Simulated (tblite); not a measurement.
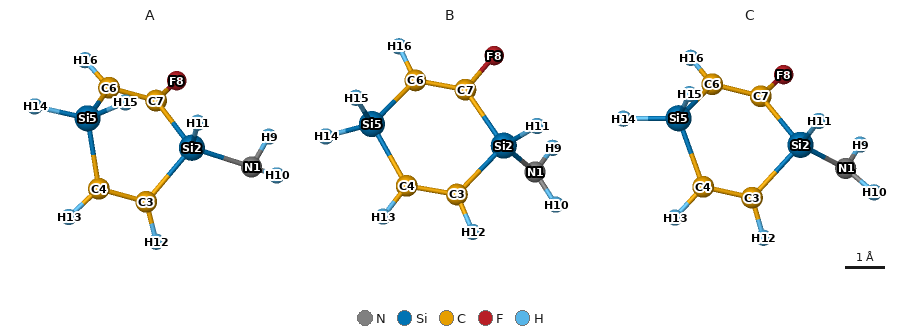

3 geometries from one relaxation of C4H8FNSi2, in shuffled order. The picture is a ball-and-stick view, seen from a free direction.

These are results of GFN2-xTB geometry optimisation, gas phase (tblite), not measurements. 

Order the frames from highest to lowest energy.

A, C, B. They are steps 0, 30, 81, at +0.640 eV, +0.095 eV relative to the last. After 81 geometry steps the energy has fallen by 0.640 eV. The largest move after the best rigid fit is that of H15, 1.81 Å. By element the largest moves are H 1.81 Å, F 1.20 Å, N 0.68 Å, C 0.66 Å, Si 0.59 Å. Among the contacts that change: Si2–Si5 2.969 → 3.483 Å, N1–H10 1.057 → 1.007 Å, N1–Si2 1.765 → 1.723 Å, N1–H9 1.043 → 1.008 Å. Bond angles that change, for instance: Si2–N1–H10 107.1° → 120.0°, Si2–C7–C6 115.4° → 127.4°, N1–Si2–C7 113.3° → 104.8°. Groups turn about Si2–C3 by about 45°, Si2–C7 by about 45°, C4–Si5 by about 45°. Cost: 1.1 s on 1 thread of Arm Neoverse N1, with other jobs on the host.
